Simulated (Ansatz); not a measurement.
# C2HGaSe (SMILES C#C[Se][Ga]): what the fields show

```xyz
5

C    -1.4950    0.0365   -0.0900
C    -0.5561    0.1671    0.6927
Ga    1.2706   -0.4321   -0.9439
Se    1.0624    0.2578    1.5461
H    -2.3875   -0.0463   -0.6820
```

Geometry: B3LYP-D3(BJ)/def2-SVP.

These are results of Ansatz 0.2.0, isolated molecule in a Gaussian basis; Kohn-Sham density functional theory, functional PBE0, not measurements.

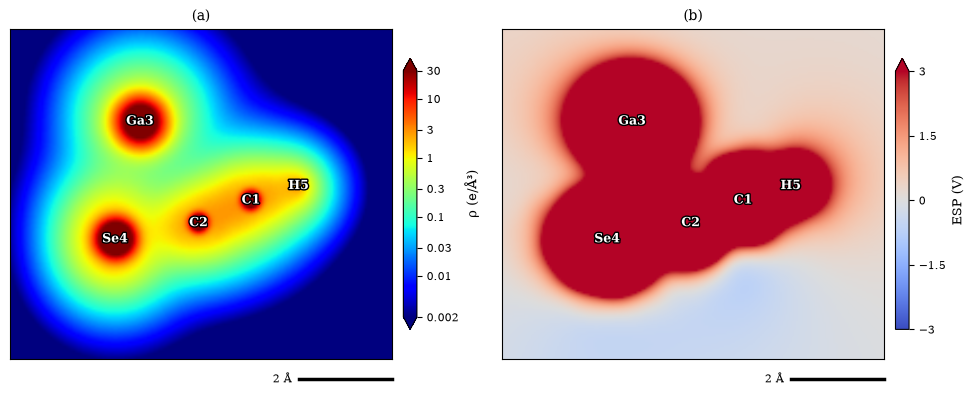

Figure 1. (a) electron density; (b) electrostatic potential on the molecular plane.

Question: Read the bonding off the picture.

Answer: Atoms in the plane: C, Ga, Se and H. C–C (1.23 Å): ρ at the midpoint is about 2.7 e/Å³. C–Se (1.83 Å): ρ is about 1.1 e/Å³ halfway. Ga–Se (2.59 Å): the density is about 0.39 e/Å³ at the midpoint. C–H (1.07 Å): ρ is about 2.1 e/Å³ halfway. Outside the dense part of the molecule the potential is most negative (−0.7 V) near C2.

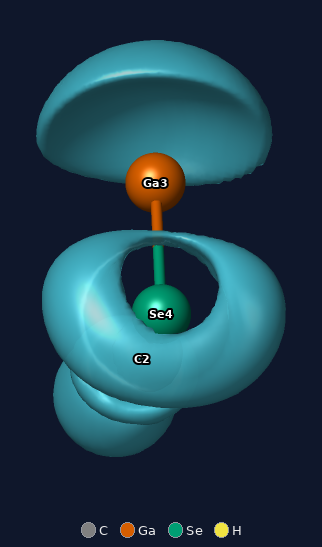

Figure 2. Isosurface of the ELF at 0.8 (cyan), seen at an oblique angle. Only the valence region is drawn (cores and ρ < 0.01 e/Å³ removed).

Question: Where are the electrons localised?

Answer: The ELF exceeds this value in one region between bonded C–C atoms (shared pairs), one region between bonded C–Se atoms (shared pairs), one region around a hydrogen nucleus, one lobe on Ga, pointing away from the bonds (lone pairs) and one region wrapped around Se (its valence shell). Profiles from the grid: C–C (1.23 Å): the ELF peaks at about 0.85 between the atoms: a multiple bond. C–Se (1.83 Å): the ELF peaks at about 0.90 between the atoms; a covalent bond.

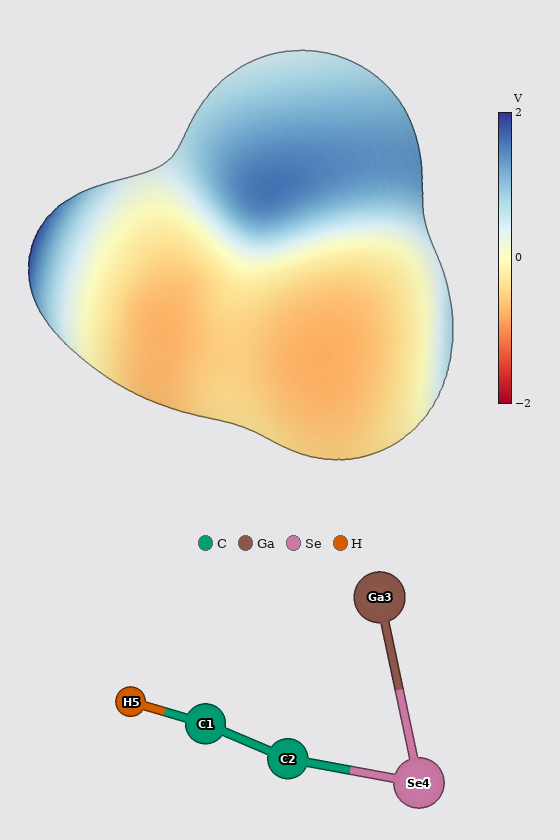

Figure 3. The molecular electrostatic potential painted on the density surface at 0.002 e/bohr³, seen across its widest extent; the colour scale runs from red (negative) to blue (positive). The bare structure is drawn below in the same view.

Question: Which sites attract a positive test charge, and which a negative one?

Answer: A positive charge is drawn to the negative regions and a negative charge to the positive ones. The most negative region (about −0.8 V) lies over C1, C2 and Se4, the most positive (about +1.9 V) over H5.
